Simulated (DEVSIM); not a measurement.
Device: Pt/Si3N4/p-In0.53Ga0.47As capacitor, at 400 K.

| layer (left to right) | material | thickness (nm) | Na (cm⁻³) |
|---|---|---|---|
| 1 | Si3N4 | 23.0 | - |
| 2 | In0.53Ga0.47As | 2100 | 7e16 |

Metal gate on the left, work function 5.6 eV. Fixed charge at the semiconductor interface -1.7e11 cm⁻² (in units of +e); interface traps 1.3e10 cm⁻² eV⁻¹, uniform in energy, neutral level at 0.3 of the gap above the valence band.

Constants are typed, rounded textbook-type inputs, not results; the design itself was drawn at random and stands for no fabricated device. Values at 300 K; Nc and Nv go as T^1.5, mobilities as T to minus their exponent, the gap by Varshni's rule with the affinity fixed.

```tsv
parameter	Si3N4	In0.53Ga0.47As
gap (eV)	5.1	0.74
affinity (eV)	2.1	4.51
permittivity	7.5	13.9
Nc (cm⁻³)	-	2.1e17
Nv (cm⁻³)	-	7.7e18
Varshni α (eV/K)	-	0.00035
Varshni β (K)	-	190
```

Model (solved in DEVSIM): 1D Poisson equation in equilibrium, Boltzmann statistics, complete ionisation; no quantum confinement or tunnelling. Metal contacts follow the ideal Schottky-Mott rule: no Fermi-level pinning, no interface dipoles.

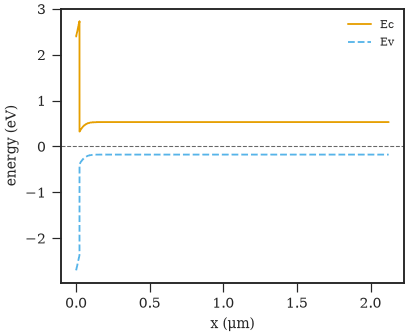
Figure. Band edges at 1.1 V on the gate

Energies count from the Fermi level of the right contact; mesh points crowd at the junctions.

```json
[
 {"x (μm)": "0.000", "Ec (eV)": "2.400", "Ev (eV)": "-2.700", "n (cm⁻³)": "< 1e2", "p (cm⁻³)": "< 1e2", "field (V/cm)": "150000"},
 {"x (μm)": "0.001392", "Ec (eV)": "2.420", "Ev (eV)": "-2.680", "n (cm⁻³)": "< 1e2", "p (cm⁻³)": "< 1e2", "field (V/cm)": "150000"},
 {"x (μm)": "0.004282", "Ec (eV)": "2.462", "Ev (eV)": "-2.638", "n (cm⁻³)": "< 1e2", "p (cm⁻³)": "< 1e2", "field (V/cm)": "150000"},
 {"x (μm)": "0.01064", "Ec (eV)": "2.555", "Ev (eV)": "-2.545", "n (cm⁻³)": "< 1e2", "p (cm⁻³)": "< 1e2", "field (V/cm)": "150000"},
 {"x (μm)": "0.01900", "Ec (eV)": "2.677", "Ev (eV)": "-2.423", "n (cm⁻³)": "< 1e2", "p (cm⁻³)": "< 1e2", "field (V/cm)": "150000"},
 {"x (μm)": "0.02174", "Ec (eV)": "2.717", "Ev (eV)": "-2.383", "n (cm⁻³)": "< 1e2", "p (cm⁻³)": "< 1e2", "field (V/cm)": "150000"},
 {"x (μm)": "0.02304", "Ec (eV)": "0.325", "Ev (eV)": "-0.384", "n (cm⁻³)": "2.6e13", "p (cm⁻³)": "1.7e14", "field (V/cm)": "56000"},
 {"x (μm)": "0.02539", "Ec (eV)": "0.338", "Ev (eV)": "-0.371", "n (cm⁻³)": "1.8e13", "p (cm⁻³)": "2.5e14", "field (V/cm)": "54000"},
 {"x (μm)": "0.03012", "Ec (eV)": "0.363", "Ev (eV)": "-0.347", "n (cm⁻³)": "8.7e12", "p (cm⁻³)": "5.1e14", "field (V/cm)": "50000"},
 {"x (μm)": "0.04050", "Ec (eV)": "0.409", "Ev (eV)": "-0.300", "n (cm⁻³)": "2.2e12", "p (cm⁻³)": "2.0e15", "field (V/cm)": "40000"},
 {"x (μm)": "0.06390", "Ec (eV)": "0.481", "Ev (eV)": "-0.229", "n (cm⁻³)": "2.8e11", "p (cm⁻³)": "1.6e16", "field (V/cm)": "21000"},
 {"x (μm)": "0.1461", "Ec (eV)": "0.532", "Ev (eV)": "-0.178", "n (cm⁻³)": "6.5e10", "p (cm⁻³)": "6.8e16", "field (V/cm)": "500"},
 {"x (μm)": "0.3020", "Ec (eV)": "0.532", "Ev (eV)": "-0.177", "n (cm⁻³)": "6.3e10", "p (cm⁻³)": "7.0e16", "field (V/cm)": "≈ 0"},
 {"x (μm)": "0.6534", "Ec (eV)": "0.532", "Ev (eV)": "-0.177", "n (cm⁻³)": "6.3e10", "p (cm⁻³)": "7.0e16", "field (V/cm)": "≈ 0"},
 {"x (μm)": "1.533", "Ec (eV)": "0.532", "Ev (eV)": "-0.177", "n (cm⁻³)": "6.3e10", "p (cm⁻³)": "7.0e16", "field (V/cm)": "≈ 0"},
 {"x (μm)": "1.862", "Ec (eV)": "0.532", "Ev (eV)": "-0.177", "n (cm⁻³)": "6.3e10", "p (cm⁻³)": "7.0e16", "field (V/cm)": "≈ 0"},
 {"x (μm)": "2.008", "Ec (eV)": "0.532", "Ev (eV)": "-0.177", "n (cm⁻³)": "6.3e10", "p (cm⁻³)": "7.0e16", "field (V/cm)": "≈ 0"},
 {"x (μm)": "2.072", "Ec (eV)": "0.532", "Ev (eV)": "-0.177", "n (cm⁻³)": "6.3e10", "p (cm⁻³)": "7.0e16", "field (V/cm)": "≈ 0"},
 {"x (μm)": "2.107", "Ec (eV)": "0.532", "Ev (eV)": "-0.177", "n (cm⁻³)": "6.3e10", "p (cm⁻³)": "7.0e16", "field (V/cm)": "≈ 0"},
 {"x (μm)": "2.117", "Ec (eV)": "0.532", "Ev (eV)": "-0.177", "n (cm⁻³)": "6.3e10", "p (cm⁻³)": "7.0e16", "field (V/cm)": "≈ 0"},
 {"x (μm)": "2.121", "Ec (eV)": "0.532", "Ev (eV)": "-0.177", "n (cm⁻³)": "6.3e10", "p (cm⁻³)": "7.0e16", "field (V/cm)": "≈ 0"},
 {"x (μm)": "2.123", "Ec (eV)": "0.532", "Ev (eV)": "-0.177", "n (cm⁻³)": "6.3e10", "p (cm⁻³)": "7.0e16", "field (V/cm)": "≈ 0"}
]
```
